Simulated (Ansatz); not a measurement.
**Molecular dynamics, with input and output: SnH4SCl2O (part 1 of 4)**

- system: SnH4SCl2O
- method: RKS BHLYP-D4/def2-SVP (Ansatz 0.2.0)

It belongs to a series of runs on one base structure; here: dynamics from the highest image of the converged band. Figures and captions count atoms from 1; the log counts them from 0 in places.

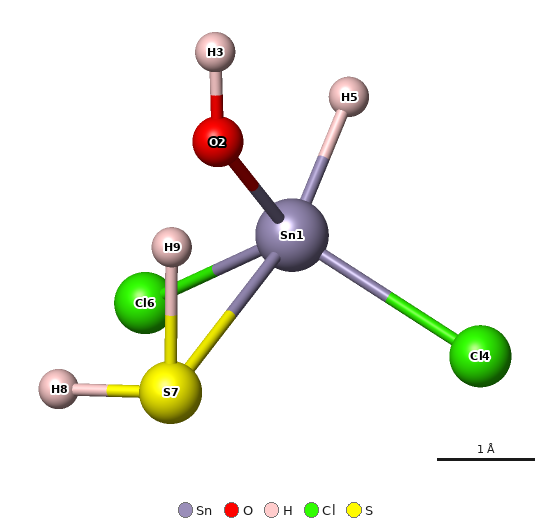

*The structure as given in the input (ball-and-stick view, seen at a tilt; atoms are numbered from 1 in the order of the input). Sticks mark near contacts.*

Bond lengths as drawn: Cl–Sn 2.35 to 2.36 Å, H–O 0.96 Å, H–S 1.34 to 1.56 Å, H–Sn 1.70 Å, O–Sn 2.09 Å and S–Sn 2.71 Å.

## Key numbers

```tsv
quantity	value
outcome	finished
mean temperature over the second half	468 K
trajectory	200 steps, 100 fs
ensemble	nve
temperature in the input	100.0 K
time step	0.5 fs
potential energy (last step)	−43811.0100 eV
mean-field energy (last step)	−43810.5755 eV
largest force (length of the vector) (last step)	1.748 eV/Å
hardware	4 threads of Arm Neoverse V1, 24 GiB of memory available, shared host
wall time	7.1 min (CPU time 26 min)
peak memory	0.32 GiB
```

## Notes

So short a trajectory is not equilibrated.

## Input file
```yaml
crystal:
  periodic: [false, false, false]
  atoms:
    - { symbol: Sn, position_ang: [0.089915, -0.280566, -0.047351] }
    - { symbol: O, position_ang: [-0.046529, -0.285106, 2.038718] }
    - { symbol: H, position_ang: [-0.564615, 0.261105, 2.63166] }
    - { symbol: Cl, position_ang: [2.087258, 0.509644, -0.993424] }
    - { symbol: H, position_ang: [-0.947544, 1.057908, -0.218381] }
    - { symbol: Cl, position_ang: [-1.105256, -1.936297, -1.229172] }
    - { symbol: S, position_ang: [1.493095, -2.262533, 1.161249] }
    - { symbol: H, position_ang: [0.518015, -3.170519, 1.004642] }
    - { symbol: H, position_ang: [0.691962, -1.330933, 2.118659] }
basis:
  gaussian: { orbitals: def2-SVP }
hamiltonian:
  xc: { name: BHLYP }
  dispersion: d4
md:
  timestep: 0.5
  n_steps: 200
  ensemble: nve
  temperature: 100.0
  initial_velocities: maxwell_boltzmann
  seed: 4564
```

Run as:
```bash
ansatz run input.yaml --threads 4 --pin off --max-ram 5120MiB --backend cpu --events-out ev --progress --plain --runs-dir out
```

## Output
```
Engine: ansatz 0.2.0, aarch64-unknown-linux-gnu
Functional definition: BHLYP
  parameter a = 0.5
  exchange = (1 - a)*b88_x + a*exact_x
  correlation = lyp_c
1242 factors; integrals over basis functions are off by at most 3.6e-4 eV
mean field evaluation 1: about -43806.4461 eV, gradient 4.4e1 eV
mean field evaluation 2: about -43804.3445 eV, gradient 5.6e1 eV
mean field evaluation 4: about -43810.1557 eV, gradient 1.8e0 eV
mean field evaluation 8: about -43810.1684 eV, gradient 7.2e-2 eV
mean field evaluation 16: about -43810.1684 eV, gradient 1.9e-5 eV
mean field -43810.16842012 eV, -1609.9939938406 hartree, gradient 1.9e-5 eV, S^2 0.000000; 0 other end points of the search recorded, 0 dependent functions left out
the calculation of the forces begins
reference -43810.16859967 eV, -1609.9940004392 hartree; 42, 42 occupied and 72, 72 virtual orbitals, 1242 factors
md step     0: t =     0.00 fs  T =   100.0 K  F+E_penalty+E_count = -43810.61493819 eV  E_kin = 0.090482 eV  conserved = -43810.52445619 eV  (26 SCF iters)
these checks for a lower state are left out or cut short: starts, cluster_reference, orbital_swaps, neighbouring_geometries, increment
1242 factors; integrals over basis functions are off by at most 3.6e-4 eV
mean field -43810.16732762 eV, -1609.9939536922 hartree, gradient 1.2e-5 eV, S^2 0.000000; 0 other end points of the search recorded, 0 dependent functions left out
the calculation of the forces begins
reference -43810.16750714 eV, -1609.9939602894 hartree; 42, 42 occupied and 72, 72 virtual orbitals, 1242 factors
md step     1: t =     0.50 fs  T =    98.8 K  F+E_penalty+E_count = -43810.61384460 eV  E_kin = 0.089399 eV  conserved = -43810.52444528 eV  (30 SCF iters)
[... from here on the SCF iterations and repeated set-up lines of each step are left out, up to the last step ...]
md step     2: t =     1.00 fs  T =    95.6 K  F+E_penalty+E_count = -43810.61087167 eV  E_kin = 0.086461 eV  conserved = -43810.52441042 eV  (30 SCF iters)
md step     3: t =     1.50 fs  T =    90.9 K  F+E_penalty+E_count = -43810.60657776 eV  E_kin = 0.082218 eV  conserved = -43810.52435997 eV  (30 SCF iters)
md step     4: t =     2.00 fs  T =    85.6 K  F+E_penalty+E_count = -43810.60176195 eV  E_kin = 0.077454 eV  conserved = -43810.52430755 eV  (24 SCF iters)
md step     5: t =     2.50 fs  T =    80.7 K  F+E_penalty+E_count = -43810.59725145 eV  E_kin = 0.072984 eV  conserved = -43810.52426774 eV  (24 SCF iters)
md step     6: t =     3.00 fs  T =    76.7 K  F+E_penalty+E_count = -43810.59367506 eV  E_kin = 0.069424 eV  conserved = -43810.52425105 eV  (24 SCF iters)
md step     7: t =     3.50 fs  T =    74.1 K  F+E_penalty+E_count = -43810.59130077 eV  E_kin = 0.067041 eV  conserved = -43810.52426004 eV  (24 SCF iters)
md step     8: t =     4.00 fs  T =    72.6 K  F+E_penalty+E_count = -43810.58999537 eV  E_kin = 0.065707 eV  conserved = -43810.52428877 eV  (24 SCF iters)
md step     9: t =     4.50 fs  T =    71.8 K  F+E_penalty+E_count = -43810.58931528 eV  E_kin = 0.064990 eV  conserved = -43810.52432510 eV  (24 SCF iters)
md step    10: t =     5.00 fs  T =    71.1 K  F+E_penalty+E_count = -43810.58868841 eV  E_kin = 0.064332 eV  conserved = -43810.52435688 eV  (24 SCF iters)
md step    11: t =     5.50 fs  T =    69.9 K  F+E_penalty+E_count = -43810.58761042 eV  E_kin = 0.063236 eV  conserved = -43810.52437445 eV  (24 SCF iters)
md step    12: t =     6.00 fs  T =    67.9 K  F+E_penalty+E_count = -43810.58579411 eV  E_kin = 0.061420 eV  conserved = -43810.52437387 eV  (25 SCF iters)
md step    13: t =     6.50 fs  T =    65.1 K  F+E_penalty+E_count = -43810.58323288 eV  E_kin = 0.058876 eV  conserved = -43810.52435729 eV  (25 SCF iters)
md step    14: t =     7.00 fs  T =    61.7 K  F+E_penalty+E_count = -43810.58017700 eV  E_kin = 0.055847 eV  conserved = -43810.52433005 eV  (25 SCF iters)
md step    15: t =     7.50 fs  T =    58.3 K  F+E_penalty+E_count = -43810.57705108 eV  E_kin = 0.052752 eV  conserved = -43810.52429877 eV  (25 SCF iters)
md step    16: t =     8.00 fs  T =    55.3 K  F+E_penalty+E_count = -43810.57434512 eV  E_kin = 0.050075 eV  conserved = -43810.52427054 eV  (25 SCF iters)
md step    17: t =     8.50 fs  T =    53.3 K  F+E_penalty+E_count = -43810.57250500 eV  E_kin = 0.048254 eV  conserved = -43810.52425078 eV  (24 SCF iters)
md step    18: t =     9.00 fs  T =    52.6 K  F+E_penalty+E_count = -43810.57184477 eV  E_kin = 0.047602 eV  conserved = -43810.52424294 eV  (24 SCF iters)
md step    19: t =     9.50 fs  T =    53.3 K  F+E_penalty+E_count = -43810.57249074 eV  E_kin = 0.048243 eV  conserved = -43810.52424781 eV  (24 SCF iters)
md step    20: t =    10.00 fs  T =    55.4 K  F+E_penalty+E_count = -43810.57436629 eV  E_kin = 0.050102 eV  conserved = -43810.52426403 eV  (27 SCF iters)
md step    21: t =    10.50 fs  T =    58.5 K  F+E_penalty+E_count = -43810.57721947 eV  E_kin = 0.052932 eV  conserved = -43810.52428710 eV  (30 SCF iters)
md step    22: t =    11.00 fs  T =    62.3 K  F+E_penalty+E_count = -43810.58069637 eV  E_kin = 0.056386 eV  conserved = -43810.52431005 eV  (30 SCF iters)
md step    23: t =    11.50 fs  T =    66.5 K  F+E_penalty+E_count = -43810.58445057 eV  E_kin = 0.060126 eV  conserved = -43810.52432505 eV  (30 SCF iters)
md step    24: t =    12.00 fs  T =    70.7 K  F+E_penalty+E_count = -43810.58826674 eV  E_kin = 0.063941 eV  conserved = -43810.52432576 eV  (30 SCF iters)
md step    25: t =    12.50 fs  T =    75.0 K  F+E_penalty+E_count = -43810.59216351 eV  E_kin = 0.067855 eV  conserved = -43810.52430863 eV  (30 SCF iters)
md step    26: t =    13.00 fs  T =    79.8 K  F+E_penalty+E_count = -43810.59644030 eV  E_kin = 0.072164 eV  conserved = -43810.52427647 eV  (30 SCF iters)
md step    27: t =    13.50 fs  T =    85.5 K  F+E_penalty+E_count = -43810.60163207 eV  E_kin = 0.077394 eV  conserved = -43810.52423812 eV  (29 SCF iters)
md step    28: t =    14.00 fs  T =    93.0 K  F+E_penalty+E_count = -43810.60836885 eV  E_kin = 0.084162 eV  conserved = -43810.52420678 eV  (30 SCF iters)
md step    29: t =    14.50 fs  T =   102.8 K  F+E_penalty+E_count = -43810.61717002 eV  E_kin = 0.092974 eV  conserved = -43810.52419563 eV  (30 SCF iters)
md step    30: t =    15.00 fs  T =   115.0 K  F+E_penalty+E_count = -43810.62824039 eV  E_kin = 0.104028 eV  conserved = -43810.52421263 eV  (30 SCF iters)
md step    31: t =    15.50 fs  T =   129.4 K  F+E_penalty+E_count = -43810.64134753 eV  E_kin = 0.117091 eV  conserved = -43810.52425688 eV  (30 SCF iters)
md step    32: t =    16.00 fs  T =   145.4 K  F+E_penalty+E_count = -43810.65583680 eV  E_kin = 0.131519 eV  conserved = -43810.52431813 eV  (30 SCF iters)
md step    33: t =    16.50 fs  T =   161.8 K  F+E_penalty+E_count = -43810.67078901 eV  E_kin = 0.146409 eV  conserved = -43810.52438027 eV  (30 SCF iters)
md step    34: t =    17.00 fs  T =   177.8 K  F+E_penalty+E_count = -43810.68526790 eV  E_kin = 0.160841 eV  conserved = -43810.52442698 eV  (30 SCF iters)
md step    35: t =    17.50 fs  T =   192.4 K  F+E_penalty+E_count = -43810.69857235 eV  E_kin = 0.174125 eV  conserved = -43810.52444710 eV  (30 SCF iters)
md step    36: t =    18.00 fs  T =   205.5 K  F+E_penalty+E_count = -43810.71041157 eV  E_kin = 0.185974 eV  conserved = -43810.52443727 eV  (30 SCF iters)
md step    37: t =    18.50 fs  T =   217.2 K  F+E_penalty+E_count = -43810.72095769 eV  E_kin = 0.196555 eV  conserved = -43810.52440283 eV  (30 SCF iters)
md step    38: t =    19.00 fs  T =   228.1 K  F+E_penalty+E_count = -43810.73076864 eV  E_kin = 0.206414 eV  conserved = -43810.52435501 eV  (29 SCF iters)
md step    39: t =    19.50 fs  T =   239.1 K  F+E_penalty+E_count = -43810.74061457 eV  E_kin = 0.216307 eV  conserved = -43810.52430791 eV  (27 SCF iters)
md step    40: t =    20.00 fs  T =   250.9 K  F+E_penalty+E_count = -43810.75125709 eV  E_kin = 0.226982 eV  conserved = -43810.52427518 eV  (30 SCF iters)
md step    41: t =    20.50 fs  T =   264.1 K  F+E_penalty+E_count = -43810.76323594 eV  E_kin = 0.238969 eV  conserved = -43810.52426665 eV  (30 SCF iters)
md step    42: t =    21.00 fs  T =   279.0 K  F+E_penalty+E_count = -43810.77671353 eV  E_kin = 0.252427 eV  conserved = -43810.52428672 eV  (30 SCF iters)
md step    43: t =    21.50 fs  T =   295.2 K  F+E_penalty+E_count = -43810.79140843 eV  E_kin = 0.267076 eV  conserved = -43810.52433275 eV  (30 SCF iters)
md step    44: t =    22.00 fs  T =   311.9 K  F+E_penalty+E_count = -43810.80663330 eV  E_kin = 0.282237 eV  conserved = -43810.52439647 eV  (30 SCF iters)
md step    45: t =    22.50 fs  T =   328.2 K  F+E_penalty+E_count = -43810.82142443 eV  E_kin = 0.296959 eV  conserved = -43810.52446541 eV  (30 SCF iters)
md step    46: t =    23.00 fs  T =   342.8 K  F+E_penalty+E_count = -43810.83473592 eV  E_kin = 0.310210 eV  conserved = -43810.52452569 eV  (30 SCF iters)
md step    47: t =    23.50 fs  T =   354.9 K  F+E_penalty+E_count = -43810.84565790 eV  E_kin = 0.321093 eV  conserved = -43810.52456492 eV  (30 SCF iters, 3 dispersion substeps)
md step    48: t =    24.00 fs  T =   363.7 K  F+E_penalty+E_count = -43810.85361373 eV  E_kin = 0.329039 eV  conserved = -43810.52457439 eV  (30 SCF iters, 3 dispersion substeps)
md step    49: t =    24.50 fs  T =   369.1 K  F+E_penalty+E_count = -43810.85849394 eV  E_kin = 0.333943 eV  conserved = -43810.52455132 eV  (30 SCF iters, 3 dispersion substeps)
md step    50: t =    25.00 fs  T =   371.6 K  F+E_penalty+E_count = -43810.86069080 eV  E_kin = 0.336189 eV  conserved = -43810.52450170 eV  (30 SCF iters, 3 dispersion substeps)
md step    51: t =    25.50 fs  T =   372.0 K  F+E_penalty+E_count = -43810.86100739 eV  E_kin = 0.336569 eV  conserved = -43810.52443854 eV  (30 SCF iters, 3 dispersion substeps)
md step    52: t =    26.00 fs  T =   371.4 K  F+E_penalty+E_count = -43810.86045240 eV  E_kin = 0.336073 eV  conserved = -43810.52437952 eV  (30 SCF iters, 3 dispersion substeps)
md step    53: t =    26.50 fs  T =   370.9 K  F+E_penalty+E_count = -43810.85996439 eV  E_kin = 0.335622 eV  conserved = -43810.52434231 eV  (30 SCF iters, 3 dispersion substeps)
md step    54: t =    27.00 fs  T =   371.1 K  F+E_penalty+E_count = -43810.86014306 eV  E_kin = 0.335806 eV  conserved = -43810.52433689 eV  (30 SCF iters, 3 dispersion substeps)
md step    55: t =    27.50 fs  T =   372.1 K  F+E_penalty+E_count = -43810.86108472 eV  E_kin = 0.336721 eV  conserved = -43810.52436365 eV  (30 SCF iters, 3 dispersion substeps)
md step    56: t =    28.00 fs  T =   373.5 K  F+E_penalty+E_count = -43810.86237794 eV  E_kin = 0.337966 eV  conserved = -43810.52441232 eV  (30 SCF iters, 3 dispersion substeps)
md step    57: t =    28.50 fs  T =   374.4 K  F+E_penalty+E_count = -43810.86326823 eV  E_kin = 0.338804 eV  conserved = -43810.52446465 eV  (27 SCF iters, 3 dispersion substeps)
md step    58: t =    29.00 fs  T =   374.0 K  F+E_penalty+E_count = -43810.86293739 eV  E_kin = 0.338436 eV  conserved = -43810.52450157 eV  (30 SCF iters, 3 dispersion substeps)
md step    59: t =    29.50 fs  T =   371.7 K  F+E_penalty+E_count = -43810.86080108 eV  E_kin = 0.336292 eV  conserved = -43810.52450872 eV  (30 SCF iters, 3 dispersion substeps)
md step    60: t =    30.00 fs  T =   367.2 K  F+E_penalty+E_count = -43810.85673320 eV  E_kin = 0.332252 eV  conserved = -43810.52448074 eV  (30 SCF iters, 3 dispersion substeps)
md step    61: t =    30.50 fs  T =   361.1 K  F+E_penalty+E_count = -43810.85115184 eV  E_kin = 0.326729 eV  conserved = -43810.52442265 eV  (30 SCF iters, 3 dispersion substeps)
md step    62: t =    31.00 fs  T =   354.3 K  F+E_penalty+E_count = -43810.84494537 eV  E_kin = 0.320597 eV  conserved = -43810.52434789 eV  (30 SCF iters, 3 dispersion substeps)
md step    63: t =    31.50 fs  T =   348.1 K  F+E_penalty+E_count = -43810.83926290 eV  E_kin = 0.314988 eV  conserved = -43810.52427523 eV  (30 SCF iters, 3 dispersion substeps)
md step    64: t =    32.00 fs  T =   343.7 K  F+E_penalty+E_count = -43810.83522509 eV  E_kin = 0.311002 eV  conserved = -43810.52422313 eV  (30 SCF iters, 3 dispersion substeps)
md step    65: t =    32.50 fs  T =   342.0 K  F+E_penalty+E_count = -43810.83363826 eV  E_kin = 0.309434 eV  conserved = -43810.52420453 eV  (30 SCF iters, 3 dispersion substeps)
md step    66: t =    33.00 fs  T =   343.2 K  F+E_penalty+E_count = -43810.83479275 eV  E_kin = 0.310569 eV  conserved = -43810.52422326 eV  (30 SCF iters, 3 dispersion substeps)
md step    67: t =    33.50 fs  T =   347.2 K  F+E_penalty+E_count = -43810.83840138 eV  E_kin = 0.314128 eV  conserved = -43810.52427345 eV  (29 SCF iters, 3 dispersion substeps)
md step    68: t =    34.00 fs  T =   352.9 K  F+E_penalty+E_count = -43810.84368960 eV  E_kin = 0.319348 eV  conserved = -43810.52434164 eV  (29 SCF iters, 3 dispersion substeps)
md step    69: t =    34.50 fs  T =   359.4 K  F+E_penalty+E_count = -43810.84960385 eV  E_kin = 0.325193 eV  conserved = -43810.52441084 eV  (29 SCF iters, 3 dispersion substeps)
md step    70: t =    35.00 fs  T =   365.4 K  F+E_penalty+E_count = -43810.85507599 eV  E_kin = 0.330611 eV  conserved = -43810.52446511 eV  (29 SCF iters, 3 dispersion substeps)
md step    71: t =    35.50 fs  T =   370.0 K  F+E_penalty+E_count = -43810.85927557 eV  E_kin = 0.334783 eV  conserved = -43810.52449225 eV  (29 SCF iters, 3 dispersion substeps)
md step    72: t =    36.00 fs  T =   372.8 K  F+E_penalty+E_count = -43810.86179935 eV  E_kin = 0.337312 eV  conserved = -43810.52448716 eV  (29 SCF iters, 3 dispersion substeps)
md step    73: t =    36.50 fs  T =   373.9 K  F+E_penalty+E_count = -43810.86275779 eV  E_kin = 0.338306 eV  conserved = -43810.52445134 eV  (29 SCF iters, 3 dispersion substeps)
md step    74: t =    37.00 fs  T =   373.9 K  F+E_penalty+E_count = -43810.86274419 eV  E_kin = 0.338350 eV  conserved = -43810.52439425 eV  (29 SCF iters, 3 dispersion substeps)
md step    75: t =    37.50 fs  T =   373.9 K  F+E_penalty+E_count = -43810.86267949 eV  E_kin = 0.338347 eV  conserved = -43810.52433207 eV  (29 SCF iters, 3 dispersion substeps)
md step    76: t =    38.00 fs  T =   375.0 K  F+E_penalty+E_count = -43810.86355574 eV  E_kin = 0.339272 eV  conserved = -43810.52428394 eV  (26 SCF iters, 3 dispersion substeps)
md step    77: t =    38.50 fs  T =   377.8 K  F+E_penalty+E_count = -43810.86613469 eV  E_kin = 0.341868 eV  conserved = -43810.52426650 eV  (29 SCF iters, 3 dispersion substeps)
md step    78: t =    39.00 fs  T =   382.8 K  F+E_penalty+E_count = -43810.87068665 eV  E_kin = 0.346398 eV  conserved = -43810.52428839 eV  (29 SCF iters, 3 dispersion substeps)
md step    79: t =    39.50 fs  T =   389.6 K  F+E_penalty+E_count = -43810.87685751 eV  E_kin = 0.352511 eV  conserved = -43810.52434644 eV  (29 SCF iters, 3 dispersion substeps)
md step    80: t =    40.00 fs  T =   397.1 K  F+E_penalty+E_count = -43810.88372015 eV  E_kin = 0.359294 eV  conserved = -43810.52442584 eV  (29 SCF iters, 3 dispersion substeps)
md step    81: t =    40.50 fs  T =   403.9 K  F+E_penalty+E_count = -43810.89000496 eV  E_kin = 0.365500 eV  conserved = -43810.52450486 eV  (29 SCF iters, 3 dispersion substeps)
md step    82: t =    41.00 fs  T =   408.8 K  F+E_penalty+E_count = -43810.89444161 eV  E_kin = 0.369880 eV  conserved = -43810.52456134 eV  (29 SCF iters, 3 dispersion substeps)
md step    83: t =    41.50 fs  T =   410.6 K  F+E_penalty+E_count = -43810.89610891 eV  E_kin = 0.371530 eV  conserved = -43810.52457925 eV  (29 SCF iters, 3 dispersion substeps)
md step    84: t =    42.00 fs  T =   409.1 K  F+E_penalty+E_count = -43810.89468984 eV  E_kin = 0.370137 eV  conserved = -43810.52455238 eV  (29 SCF iters, 3 dispersion substeps)
md step    85: t =    42.50 fs  T =   404.6 K  F+E_penalty+E_count = -43810.89056414 eV  E_kin = 0.366076 eV  conserved = -43810.52448783 eV  (29 SCF iters, 3 dispersion substeps)
md step    86: t =    43.00 fs  T =   398.2 K  F+E_penalty+E_count = -43810.88470822 eV  E_kin = 0.360306 eV  conserved = -43810.52440200 eV  (29 SCF iters, 3 dispersion substeps)
md step    87: t =    43.50 fs  T =   391.4 K  F+E_penalty+E_count = -43810.87843855 eV  E_kin = 0.354122 eV  conserved = -43810.52431697 eV  (29 SCF iters, 3 dispersion substeps)
md step    88: t =    44.00 fs  T =   385.5 K  F+E_penalty+E_count = -43810.87306718 eV  E_kin = 0.348813 eV  conserved = -43810.52425372 eV  (29 SCF iters, 3 dispersion substeps)
md step    89: t =    44.50 fs  T =   381.7 K  F+E_penalty+E_count = -43810.86957164 eV  E_kin = 0.345345 eV  conserved = -43810.52422627 eV  (29 SCF iters, 3 dispersion substeps)
md step    90: t =    45.00 fs  T =   380.3 K  F+E_penalty+E_count = -43810.86837441 eV  E_kin = 0.344137 eV  conserved = -43810.52423773 eV  (29 SCF iters, 3 dispersion substeps)
md step    91: t =    45.50 fs  T =   381.3 K  F+E_penalty+E_count = -43810.86929134 eV  E_kin = 0.345011 eV  conserved = -43810.52428029 eV  (29 SCF iters, 3 dispersion substeps)
md step    92: t =    46.00 fs  T =   383.8 K  F+E_penalty+E_count = -43810.87165041 eV  E_kin = 0.347312 eV  conserved = -43810.52433877 eV  (29 SCF iters, 3 dispersion substeps)
md step    93: t =    46.50 fs  T =   387.0 K  F+E_penalty+E_count = -43810.87452855 eV  E_kin = 0.350133 eV  conserved = -43810.52439541 eV  (29 SCF iters, 3 dispersion substeps)
md step    94: t =    47.00 fs  T =   389.7 K  F+E_penalty+E_count = -43810.87703010 eV  E_kin = 0.352595 eV  conserved = -43810.52443504 eV  (26 SCF iters, 3 dispersion substeps)
md step    95: t =    47.50 fs  T =   391.3 K  F+E_penalty+E_count = -43810.87853013 eV  E_kin = 0.354083 eV  conserved = -43810.52444704 eV  (29 SCF iters, 3 dispersion substeps)
md step    96: t =    48.00 fs  T =   391.7 K  F+E_penalty+E_count = -43810.87883675 eV  E_kin = 0.354407 eV  conserved = -43810.52442929 eV  (30 SCF iters, 3 dispersion substeps)
md step    97: t =    48.50 fs  T =   391.1 K  F+E_penalty+E_count = -43810.87823600 eV  E_kin = 0.353850 eV  conserved = -43810.52438553 eV  (30 SCF iters, 3 dispersion substeps)
md step    98: t =    49.00 fs  T =   390.2 K  F+E_penalty+E_count = -43810.87742251 eV  E_kin = 0.353095 eV  conserved = -43810.52432714 eV  (30 SCF iters, 3 dispersion substeps)
md step    99: t =    49.50 fs  T =   390.2 K  F+E_penalty+E_count = -43810.87731735 eV  E_kin = 0.353047 eV  conserved = -43810.52427068 eV  (30 SCF iters, 3 dispersion substeps)
```
